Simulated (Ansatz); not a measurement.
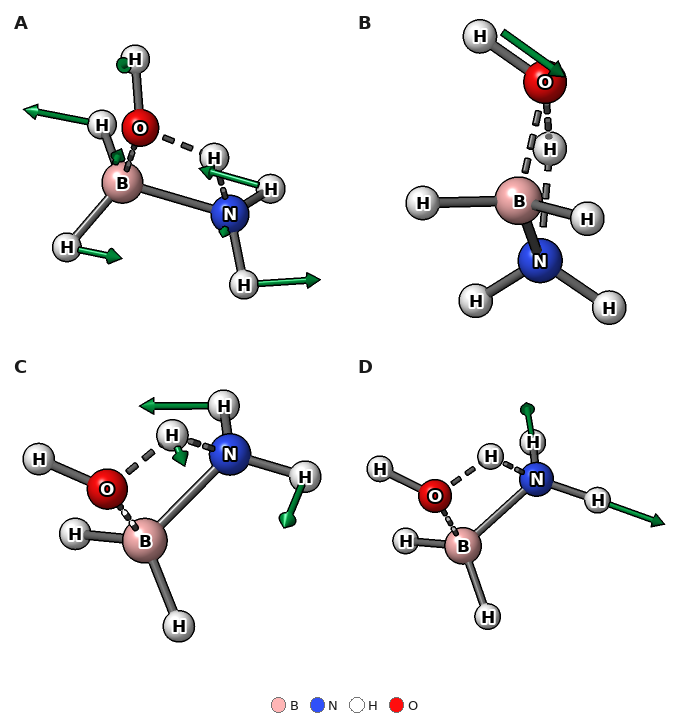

4 normal modes of one molecule or complex, as arrows. Broken sticks mark bonds that form or break. Harmonic vibrations computed with RKS PBE0-D4/def2-TZVP (Ansatz 0.2.0) at a stationary point of the same level. It is a saddle point of order 1.

### Match the panels to the wavenumbers 1111 cm⁻¹, 1601 cm⁻¹, 3572 cm⁻¹, 3876 cm⁻¹.

A: 1111 cm⁻¹
B: 3876 cm⁻¹
C: 1601 cm⁻¹
D: 3572 cm⁻¹
